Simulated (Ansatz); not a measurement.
# CH₄Al₂O₂: geometry and vibrations

The task is to find a stationary geometry of CH₄Al₂O₂, check the end point by its vibrations and derive ideal-gas thermochemistry, and look at its orbitals and charge.

Method: RKS PBE0-D4/def2-TZVP; program: Ansatz 0.2.0, Gaussian basis.

Plan: relaxation at PBE-D4/def2-SVP; relaxation at PBE0-D4/def2-TZVP; harmonic vibrations at the same level; a single point in def2-TZVPP for the fields.

## 1. The system as given

SMILES `O[CH]1[AlH][Al]1[OH]`, 9 atoms, charge 0, spin multiplicity 1.

Atoms are counted from 1 here; the program's logs count them from 0.

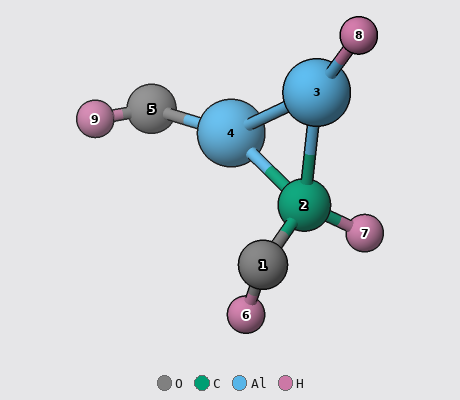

The starting geometry (oxygen grey, carbon teal, aluminium blue, hydrogen pink); atoms are numbered from 1 in the order of the file.

Coordinates:

| atom | x (Å) | y (Å) | z (Å) |
| --- | --- | --- | --- |
| O1 | 1.0281 | -0.0013 | -1.5229 |
| C2 | 0.9245 | -0.1659 | -0.1548 |
| Al3 | -0.0200 | -1.8615 | 0.2864 |
| Al4 | -0.6723 | 0.5237 | 0.6635 |
| O5 | -1.8818 | 1.8382 | 1.1936 |
| H6 | 1.3061 | 0.9884 | -1.6546 |
| H7 | 1.9169 | 0.0342 | 0.3717 |
| H8 | -0.0613 | -3.4383 | 0.3360 |
| H9 | -2.4517 | 2.0362 | 0.4640 |

The start is a force-field geometry with small random shifts, so a cheaper pass at PBE-D4/def2-SVP comes first.

## 2. Relaxation at PBE-D4/def2-SVP (cheap first pass)

Input file in.yaml:

```yaml
crystal:
  periodic: [false, false, false]
  atoms:
    - {symbol: O, position_ang: [1.028100, -0.001300, -1.522900]}
    - {symbol: C, position_ang: [0.924500, -0.165900, -0.154800]}
    - {symbol: Al, position_ang: [-0.020000, -1.861500, 0.286400]}
    - {symbol: Al, position_ang: [-0.672300, 0.523700, 0.663500]}
    - {symbol: O, position_ang: [-1.881800, 1.838200, 1.193600]}
    - {symbol: H, position_ang: [1.306100, 0.988400, -1.654600]}
    - {symbol: H, position_ang: [1.916900, 0.034200, 0.371700]}
    - {symbol: H, position_ang: [-0.061300, -3.438300, 0.336000]}
    - {symbol: H, position_ang: [-2.451700, 2.036200, 0.464000]}
basis:
  gaussian: {orbitals: def2-SVP}
hamiltonian: {xc: pbe, dispersion: d4}
relax: {f_tol: 0.03, max_steps: 200}
```

Run with:

```sh
ansatz run in.yaml --threads 2 --pin off --events-out ev --progress --plain --max-ram 4352MiB
```

What it wrote (excerpt; [...] marks lines left out):

```text
Functional definition: PBE
  name "PBE"
  cite "Perdew, Burke & Ernzerhof, Phys. Rev. Lett. 77, 3865 (1996) doi:10.1103/PhysRevLett.77.3865"
  parent pbe
[...]
1062 factors; their error is unknown
[...]
mean field -18366.69741351 eV, -674.9636805517 hartree, gradient 3.1e-5 eV, S^2 0.000000; 0 other end points of the search recorded, 0 dependent functions left out
[...]
reference -18366.69745856 eV, -674.9636822072 hartree; 26, 26 occupied and 72, 72 virtual orbitals, 1062 factors
relax step   1: F+E_penalty+E_count = -18366.87031739 eV  Δ(F+E_penalty+E_count) = +0.000e0 eV  max|allowed force component| = 2.880e0 eV/Å  Δτ_max = 0.0000 Å  (32 SCF iters, accepted)
[...]
relax step   5: F+E_penalty+E_count = -18368.00975679 eV  Δ(F+E_penalty+E_count) = -7.035e-2 eV  max|allowed force component| = 1.007e0 eV/Å  Δτ_max = 0.1957 Å  (35 SCF iters, accepted)
[...]
relax step   9: F+E_penalty+E_count = -18368.23554167 eV  Δ(F+E_penalty+E_count) = -1.309e-2 eV  max|allowed force component| = 7.407e-1 eV/Å  Δτ_max = 0.1999 Å  (37 SCF iters, accepted)
[...]
relax step  13: F+E_penalty+E_count = -18368.29030151 eV  Δ(F+E_penalty+E_count) = -2.567e-3 eV  max|allowed force component| = 6.923e-2 eV/Å  Δτ_max = 0.0243 Å  (32 SCF iters, accepted)
[...]
relax step  16: F+E_penalty+E_count = -18368.29341096 eV  Δ(F+E_penalty+E_count) = -7.105e-4 eV  max|allowed force component| = 4.240e-2 eV/Å  Δτ_max = 0.0335 Å  (32 SCF iters, accepted)
[...]
relax step  17: F+E_penalty+E_count = -18368.29363968 eV  Δ(F+E_penalty+E_count) = -2.287e-4 eV  max|allowed force component| = 2.385e-2 eV/Å  Δτ_max = 0.0195 Å  (32 SCF iters, accepted)
1062 factors; their error is unknown
[...]
mean field -18368.12076008 eV, -675.0159875736 hartree, gradient 8.8e-6 eV, S^2 0.000000; 1 other end points of the search recorded, 0 dependent functions left out
[...]
reference -18368.12080419 eV, -675.0159891943 hartree; 26, 26 occupied and 72, 72 virtual orbitals, 1062 factors
Total energy: -18368.29368378 eV, -675.0223424022 hartree
Atom 0 at     1.510566     0.051477    -1.553320 Å, force    -0.002428     0.008115     0.001496 eV/Å
Atom 1 at     0.719060    -0.165502    -0.442986 Å, force     0.023855     0.003582     0.011535 eV/Å
Atom 2 at    -0.007650    -1.821757     0.438219 Å, force    -0.000068     0.003299     0.011442 eV/Å
Atom 3 at    -0.768662     0.508269     0.669788 Å, force    -0.023520     0.019161     0.001488 eV/Å
Atom 4 at    -1.792782     1.896189     0.603335 Å, force     0.003832    -0.014027     0.010271 eV/Å
Atom 5 at     1.480302     1.002392    -1.769195 Å, force    -0.000140    -0.008778     0.001903 eV/Å
Atom 6 at     1.311956    -0.164492     0.592165 Å, force    -0.016751    -0.002087    -0.023359 eV/Å
Atom 7 at     0.174000    -3.413455     0.241494 Å, force    -0.000918    -0.000976    -0.004174 eV/Å
Atom 8 at    -2.538290     2.060579     1.203399 Å, force     0.016138    -0.008288    -0.010600 eV/Å
Dipole moment:    -0.185661     0.249067     0.145397 e Å
```

It took 29 s on 2 threads of Arm Neoverse V2, shared host.

The steps of the relaxation:

| step | energy from step 1 (eV) | largest force component (eV/Å) |
| --- | --- | --- |
| 1 | 0.0000 | 2.8800 |
| 2 | -0.6300 | 1.7808 |
| 3 | -0.7248 | 2.1485 |
| 4 | -1.0691 | 0.6813 |
| 5 | -1.1394 | 1.0065 |
| 6 | -1.2139 | 1.0430 |
| 7 | -1.2604 | 0.6796 |
| 8 | -1.3521 | 0.6548 |
| 9 | -1.3652 | 0.7407 |
| 10 | -1.4045 | 0.3218 |
| 11 | -1.4163 | 0.1332 |
| 12 | -1.4174 | 0.1196 |
| 13 | -1.4200 | 0.0692 |
| 14 | -1.4213 | 0.0564 |
| 15 | -1.4224 | 0.0692 |
| 16 | -1.4231 | 0.0424 |
| 17 | -1.4233 | 0.0239 |

Close pairs (by a distance rule), those that changed most:

| bond | before (Å) | after (Å) | change (Å) |
| --- | --- | --- | --- |
| Al4–O5 | 1.863 | 1.726 | -0.137 |
| O1–H6 | 1.036 | 0.976 | -0.061 |
| C2–Al4 | 1.922 | 1.976 | +0.054 |
| C2–H7 | 1.141 | 1.193 | +0.052 |
| Al3–Al4 | 2.501 | 2.462 | -0.039 |
| Al3–H8 | 1.578 | 1.614 | +0.036 |
| O5–H9 | 0.947 | 0.971 | +0.024 |
| C2–Al3 | 1.990 | 2.012 | +0.021 |

## 3. Optimising with PBE0-D4/def2-TZVP

Input file in.yaml:

```yaml
crystal:
  periodic: [false, false, false]
  atoms:
    - {symbol: O, position_ang: [1.510566, 0.051477, -1.553320]}
    - {symbol: C, position_ang: [0.719060, -0.165502, -0.442986]}
    - {symbol: Al, position_ang: [-0.007650, -1.821757, 0.438219]}
    - {symbol: Al, position_ang: [-0.768662, 0.508269, 0.669788]}
    - {symbol: O, position_ang: [-1.792782, 1.896189, 0.603335]}
    - {symbol: H, position_ang: [1.480302, 1.002392, -1.769195]}
    - {symbol: H, position_ang: [1.311956, -0.164492, 0.592165]}
    - {symbol: H, position_ang: [0.174000, -3.413455, 0.241494]}
    - {symbol: H, position_ang: [-2.538290, 2.060579, 1.203399]}
basis:
  gaussian: {orbitals: def2-TZVP}
hamiltonian: {xc: pbe0, dispersion: d4}
relax: {f_tol: 0.005, max_steps: 150}
```

Launched as before.

What it wrote (excerpt; [...] marks lines left out):

```text
Functional definition: PBE0
  name "PBE0"
  cite "Adamo & Barone, J. Chem. Phys. 110, 6158 (1999) doi:10.1063/1.478522"
  cite "Perdew, Burke & Ernzerhof, Phys. Rev. Lett. 77, 3865 (1996) doi:10.1103/PhysRevLett.77.3865"
  parent pbe
[...]
1216 factors; their error is unknown
[...]
mean field -18380.22476633 eV, -675.4608015989 hartree, gradient 3.5e-5 eV, S^2 0.000000; 0 other end points of the search recorded, 0 dependent functions left out
[...]
reference -18380.22480269 eV, -675.4608029351 hartree; 26, 26 occupied and 165, 165 virtual orbitals, 1216 factors
relax step   1: F+E_penalty+E_count = -18380.37222741 eV  Δ(F+E_penalty+E_count) = +0.000e0 eV  max|allowed force component| = 7.353e-1 eV/Å  Δτ_max = 0.0000 Å  (30 SCF iters, accepted)
[...]
Total energy: -18380.42002762 eV, -675.4679773188 hartree
Atom 0 at     1.527582     0.050460    -1.527278 Å, force    -0.002902    -0.000503     0.002564 eV/Å
Atom 1 at     0.698913    -0.190410    -0.447816 Å, force     0.000804     0.000936    -0.003204 eV/Å
Atom 2 at     0.017767    -1.829193     0.419036 Å, force     0.000284     0.002499     0.000211 eV/Å
Atom 3 at    -0.836379     0.453489     0.591838 Å, force     0.001071    -0.000430    -0.001193 eV/Å
Atom 4 at    -1.753724     1.880716     0.624395 Å, force    -0.001727     0.000035     0.001894 eV/Å
Atom 5 at     1.490201     0.984252    -1.750974 Å, force     0.000272     0.000231    -0.000073 eV/Å
Atom 6 at     1.234935    -0.051436     0.581934 Å, force     0.000242    -0.000066     0.001710 eV/Å
Atom 7 at     0.174766    -3.408544     0.256709 Å, force     0.000027    -0.002495    -0.000101 eV/Å
Atom 8 at    -2.465559     2.064366     1.235055 Å, force     0.001928    -0.000206    -0.001808 eV/Å
Dipole moment:    -0.211765     0.189208     0.214276 e Å
```

It took 43 s on 2 threads of Arm Neoverse V2, shared host; peak memory 0.46 GiB.

Relaxation path:

| step | energy from step 1 (eV) | largest force component (eV/Å) |
| --- | --- | --- |
| 1 | 0.0000 | 0.7353 |
| 2 | -0.0359 | 0.3241 |
| 3 | -0.0444 | 0.1068 |
| 4 | -0.0457 | 0.0352 |
| 5 | -0.0463 | 0.0424 |
| 6 | -0.0473 | 0.0404 |
| 7 | -0.0477 | 0.0181 |
| 8 | -0.0478 | 0.0080 |
| 9 | -0.0478 | 0.0032 |

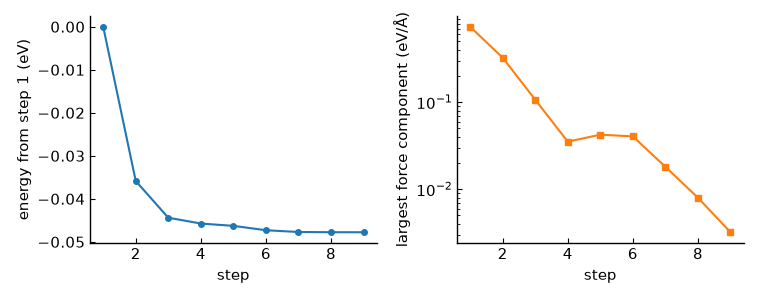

Energy and force, step by step.

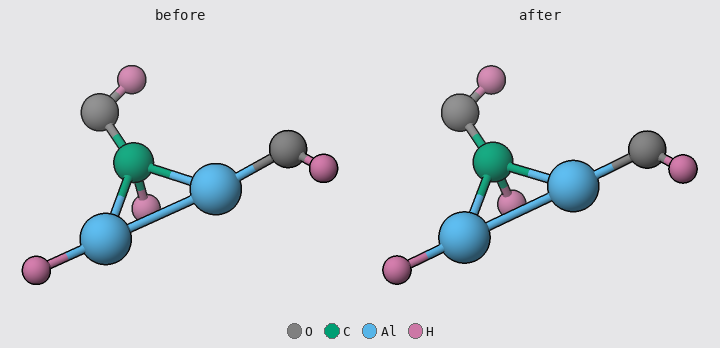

Before and after, at one scale.

Close pairs (by a distance rule), those that changed most:

| bond | before (Å) | after (Å) | change (Å) |
| --- | --- | --- | --- |
| C2–Al3 | 2.012 | 1.975 | -0.037 |
| Al4–O5 | 1.726 | 1.697 | -0.029 |
| C2–H7 | 1.193 | 1.169 | -0.024 |
| Al3–Al4 | 2.462 | 2.443 | -0.019 |
| Al3–H8 | 1.614 | 1.595 | -0.019 |
| O5–H9 | 0.971 | 0.956 | -0.015 |
| O1–H6 | 0.976 | 0.961 | -0.015 |
| C2–Al4 | 1.976 | 1.963 | -0.013 |

Mulliken charges of the relaxed molecule (report file):

| atom | value (e) |
| --- | --- |
| O1 | -0.41 |
| C2 | -0.23 |
| Al3 | 0.22 |
| Al4 | 0.27 |
| O5 | -0.53 |
| H6 | 0.33 |
| H7 | 0.13 |
| H8 | -0.09 |
| H9 | 0.31 |

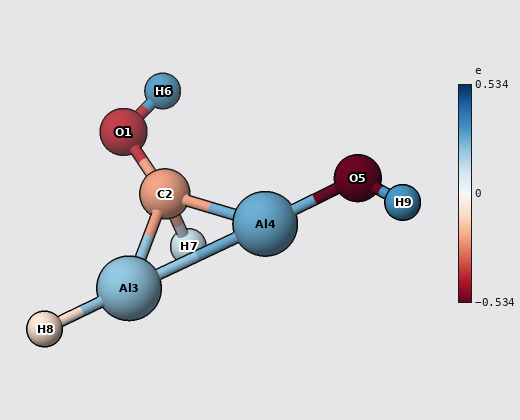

Mulliken charges of the relaxed molecule (report file), as colours on the atoms.

## 4. Harmonic vibrations

Input file in.yaml:

```yaml
crystal:
  periodic: [false, false, false]
  atoms:
    - {symbol: O, position_ang: [1.527582, 0.050460, -1.527278]}
    - {symbol: C, position_ang: [0.698913, -0.190410, -0.447816]}
    - {symbol: Al, position_ang: [0.017767, -1.829193, 0.419036]}
    - {symbol: Al, position_ang: [-0.836379, 0.453489, 0.591838]}
    - {symbol: O, position_ang: [-1.753724, 1.880716, 0.624395]}
    - {symbol: H, position_ang: [1.490201, 0.984252, -1.750974]}
    - {symbol: H, position_ang: [1.234935, -0.051436, 0.581934]}
    - {symbol: H, position_ang: [0.174766, -3.408544, 0.256709]}
    - {symbol: H, position_ang: [-2.465559, 2.064366, 1.235055]}
basis:
  gaussian: {orbitals: def2-TZVP}
hamiltonian: {xc: pbe0, dispersion: d4}
phonons: {temperatures: {t_min: 298.15, t_max: 900, t_step: 200}}
```

The command is unchanged.

What it wrote (excerpt; [...] marks lines left out):

```text
Functional definition: PBE0
  name "PBE0"
  cite "Adamo & Barone, J. Chem. Phys. 110, 6158 (1999) doi:10.1063/1.478522"
  cite "Perdew, Burke & Ernzerhof, Phys. Rev. Lett. 77, 3865 (1996) doi:10.1103/PhysRevLett.77.3865"
  parent pbe
[...]
1216 factors; their error is unknown
[...]
mean field -18380.27202307 eV, -675.4625382518 hartree, gradient 3.8e-5 eV, S^2 0.000000; 0 other end points of the search recorded, 0 dependent functions left out
[...]
reference -18380.27205908 eV, -675.4625395751 hartree; 26, 26 occupied and 165, 165 virtual orbitals, 1216 factors
[...]
1216 factors; their error is unknown
mean field -18380.27198804 eV, -675.4625369647 hartree, gradient 2.2e-6 eV, S^2 0.000000; 0 other end points of the search recorded, 0 dependent functions left out
[...]
reference -18380.27202405 eV, -675.4625382881 hartree; 26, 26 occupied and 165, 165 virtual orbitals, 1216 factors
[...]
Atom 1 at     0.698913    -0.190410    -0.447816 Å, force     0.000806     0.000941    -0.003191 eV/Å
Atom 2 at     0.017767    -1.829193     0.419036 Å, force     0.000292     0.002498     0.000210 eV/Å
Atom 3 at    -0.836379     0.453489     0.591838 Å, force     0.001079    -0.000452    -0.001195 eV/Å
Atom 4 at    -1.753724     1.880716     0.624395 Å, force    -0.001727     0.000058     0.001885 eV/Å
Atom 5 at     1.490201     0.984252    -1.750974 Å, force     0.000267     0.000222    -0.000069 eV/Å
Atom 6 at     1.234935    -0.051436     0.581934 Å, force     0.000238    -0.000072     0.001702 eV/Å
Atom 7 at     0.174766    -3.408544     0.256709 Å, force     0.000025    -0.002497    -0.000100 eV/Å
Atom 8 at    -2.465559     2.064366     1.235055 Å, force     0.001917    -0.000203    -0.001799 eV/Å
Dipole moment:    -0.211764     0.189209     0.214277 e Å
Vibrations: 105.72 131.44 210.66 267.49 277.41 296.10 345.37 409.16 459.33 534.68 594.40 608.21 649.79 867.64 1166.02 1183.75 1287.83 1876.89 2395.30 3839.04 3959.18 cm⁻¹, zero-point energy 1.330688 eV
```

Wall time 2.9 min (2 threads of Arm Neoverse V2, shared host); peak memory 0.46 GiB.

Motions are named by where the mode's potential energy lies. Wavenumbers, unscaled:

| mode | cm⁻¹ | motion |
| --- | --- | --- |
| 1 | 106 | bend with torsion |
| 2 | 131 | bend with torsion |
| 3 | 211 | bend |
| 4 | 267 | torsion with bend |
| 5 | 277 | torsion with bend |
| 6 | 296 | torsion |
| 7 | 345 | bend with Al–Al stretch |
| 8 | 409 | torsion with bend |
| 9 | 459 | bend with torsion |
| 10 | 535 | bend |
| 11 | 594 | bend |
| 12 | 608 | bend with Al–C stretch |
| 13 | 650 | bend with torsion |
| 14 | 868 | Al–O stretch |
| 15 | 1166 | C–O stretch with bend |
| 16 | 1184 | bend |
| 17 | 1288 | bend |
| 18 | 1877 | Al–H stretch |
| 19 | 2395 | C–H stretch |
| 20 | 3839 | O–H stretch |
| 21 | 3959 | O–H stretch |

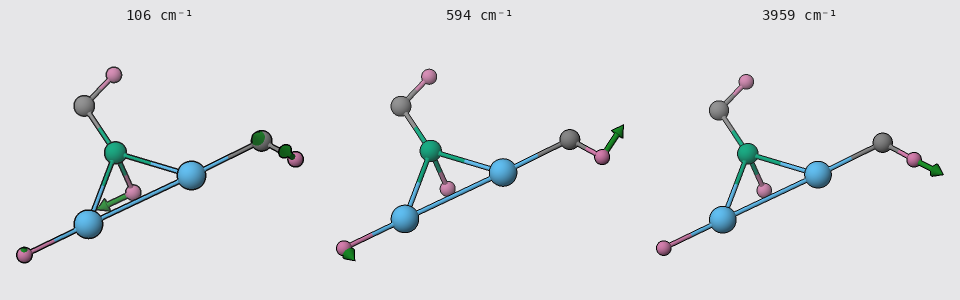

How the atoms move in 3 of the modes.

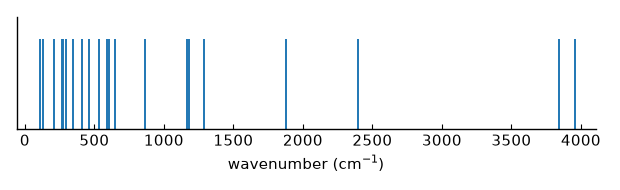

The harmonic wavenumbers as sticks (no intensities were computed).

Ideal gas, rigid rotor and harmonic oscillator at 298.15 K and 1 bar, with symmetry number 1:

| term | value |
| --- | --- |
| zero-point energy | 128.4 kJ/mol |
| H(298) − E | 151.3 kJ/mol |
| entropy, translation | 166.5 J/(mol K) |
| entropy, rotation | 115.4 J/(mol K) |
| entropy, vibration | 75.0 J/(mol K) |
| entropy, total | 356.9 J/(mol K) |

## 5. Fields at the relaxed geometry

Changes to in.yaml since step 4:

```diff
@@ -13,4 +13,4 @@
 basis:
-  gaussian: {orbitals: def2-TZVP}
+  gaussian: {orbitals: def2-TZVPP}
 hamiltonian: {xc: pbe0, dispersion: d4}
-phonons: {temperatures: {t_min: 298.15, t_max: 900, t_step: 200}}
+output: {orbitals: {seedname: orbitals}}
```

Launched as before.

What it wrote:

```text
Functional definition: PBE0
  name "PBE0"
  cite "Adamo & Barone, J. Chem. Phys. 110, 6158 (1999) doi:10.1063/1.478522"
  cite "Perdew, Burke & Ernzerhof, Phys. Rev. Lett. 77, 3865 (1996) doi:10.1103/PhysRevLett.77.3865"
  parent pbe
  parameter a = 0.25
  parameter kappa = 0.804
  parameter beta = 0.06672455060314922
  exchange = (1 - a)*pbe_x(kappa = kappa, mu = beta*pi^2/3) + a*exact_x
  correlation = pbe_c(beta = beta)
1318 factors; their error is unknown
mean field evaluation 1: about -18366.9571 eV, gradient 8.3e1 eV
mean field evaluation 2: about -18306.5343 eV, gradient 1.7e2 eV
mean field evaluation 4: about -18379.9609 eV, gradient 1.5e1 eV
mean field evaluation 8: about -18380.3499 eV, gradient 1.6e-1 eV
mean field evaluation 16: about -18380.3808 eV, gradient 2.4e-4 eV
mean field -18380.38076303 eV, -675.4665343720 hartree, gradient 4.0e-5 eV, S^2 0.000000; 0 other end points of the search recorded, 0 dependent functions left out
reference -18380.38079915 eV, -675.4665356990 hartree; 26, 26 occupied and 207, 207 virtual orbitals, 1318 factors
Total energy: -18380.52876603 eV, -675.4719733818 hartree
```

It took 4 s on 2 threads of Arm Neoverse V2, shared host; peak memory 0.53 GiB.

The fields below are evaluated on a grid from the run's orbitals.

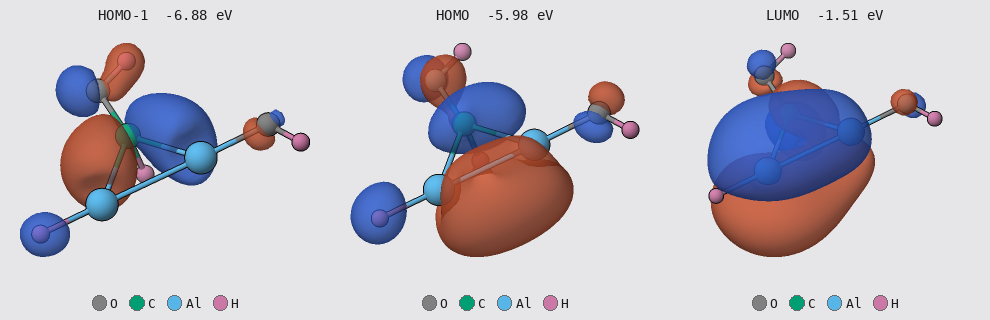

Frontier orbitals at PBE0-D4/def2-TZVPP; each surface holds 70 % of the orbital's density, blue and red mark the sign.

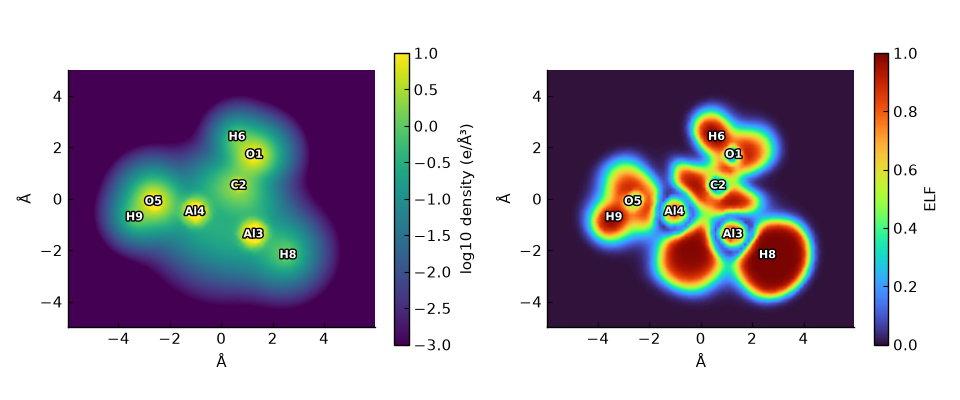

Density (left) and ELF (right) in a plane through or near 8 of the atoms.

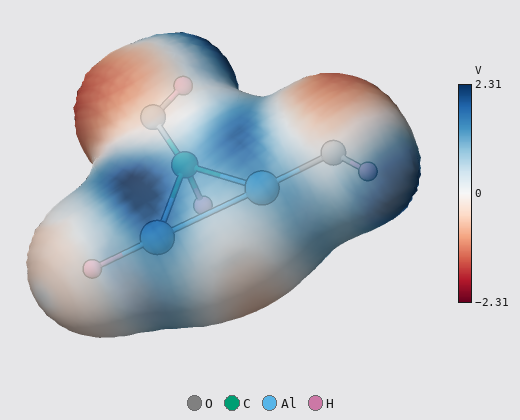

The potential that a unit positive charge feels on the 0.002 e/bohr³ surface, from the 1st to the 99th percentile, from -1.39 V near O1 to 2.31 V near Al3.

## 6. What came out

| quantity | value |
| --- | --- |
| point group | C1 |
| steps | 17 + 9 |
| shift from the start (rms) | 0.470 Å |
| total energy | -18380.4200 eV |
| dispersion term | -148 meV |
| dipole moment | 1.71 D |
| lowest, highest wavenumber | 106, 3959 cm⁻¹ |
| zero-point energy | 128.4 kJ/mol |
| entropy at 298.15 K | 356.9 J/(mol K) |
| HOMO, LUMO | -5.98, -1.51 eV |

**Reading.** The relaxed geometry lies 0.47 Å (rms) from the start; the bond that changed most is Al4–O5, from 1.863 to 1.697 Å. No mode is imaginary: a true minimum at this level. The stiffest mode, 3959 cm⁻¹, is an O–H stretch, and 2 modes under 200 cm⁻¹ make the vibrational entropy uncertain. Harmonic hybrid wavenumbers usually lie a few per cent above measured fundamentals. The largest Mulliken charge, -0.53 e, sits on O5. The HOMO lies mostly on Al3, Al4 about 30 % each; C2 14 % and the LUMO on Al3 46 %; Al4 18 %.
